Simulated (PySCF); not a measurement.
```csv
atom,x (Å),y (Å),z (Å)
C,-3.5178,0.0693,-0.2771
C,-2.4202,-0.4176,-0.2934
C,-1.1614,-1.0527,-0.3668
S,-1.0520,-2.5417,-1.2576
C,-0.0767,-0.5715,0.2168
C,1.0411,-0.1464,0.7230
C,1.9740,0.7337,0.0265
N,3.0174,1.1083,0.6197
H,-4.4689,0.5111,-0.2467
H,1.3420,-0.4168,1.7282
H,1.6835,1.0074,-0.9950
H,3.6403,1.7162,0.0962
```

Geometry: GFN2-xTB.

The calculation used UKS B3LYP, pcH-1 on C H N S, non-relativistic, mean-field spin-orbit, GIAO in PySCF 2.14.0, density-fitted response routines.

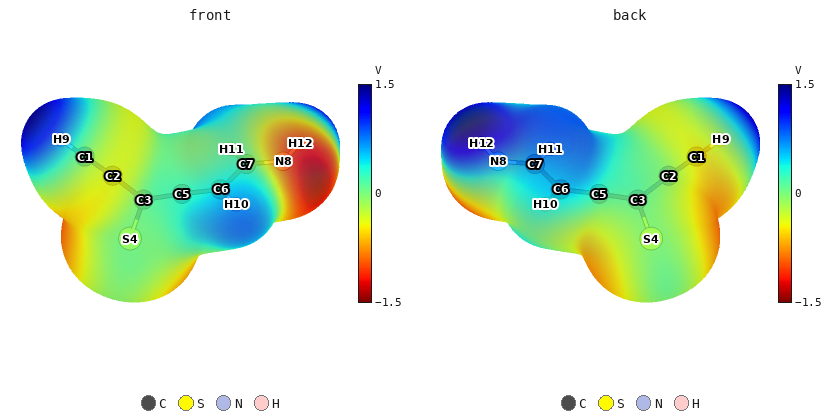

C6H4NS (SMILES [H]/N=C/C=[C]\C(=S)C#C) (doublet). The electrostatic potential painted on the density surface at 0.001 e/bohr³, seen from the front and from behind; the colour scale runs from red (negative) to blue (positive).

### Where is the surface potential most negative and most positive?

The most negative region (about −1.3 V, or −30 kcal/mol for a unit charge) lies over N8, the most positive (about +1.5 V, or +35 kcal/mol for a unit charge) over H9 and H12. N8 is the likeliest acceptor of a hydrogen bond.
